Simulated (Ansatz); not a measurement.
# A computed series for WSe2: response to strain

The parent structure is WSe₂ (space group P6_3/mmc, No. 194; a = 3.230 Å, c = 12.411 Å; layered, stacked along the Cartesian z axis). Axes: x lies along a and z along c of the hexagonal cell.

Strains are applied to the cell and any free atomic positions relax.

Method: PBEsol-D3(BJ)/PAW in Ansatz (a program for electronic structure), no spin-orbit coupling.

Notes on the quantities. pressure: mean of the normal stresses, compression positive.

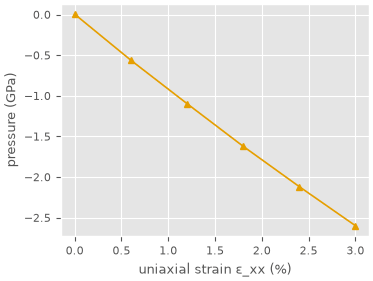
Pressure against uniaxial strain ε_xx

Q: From the plot, what is the pressure for uniaxial strain ε_xx = +3.00 %?

A: About -2.6 GPa.

Q: Is the trend monotonic over the range shown?

A: Yes, it falls throughout, spanning -26.0 kbar to 0.0 kbar.

No phonon test of stability was made.
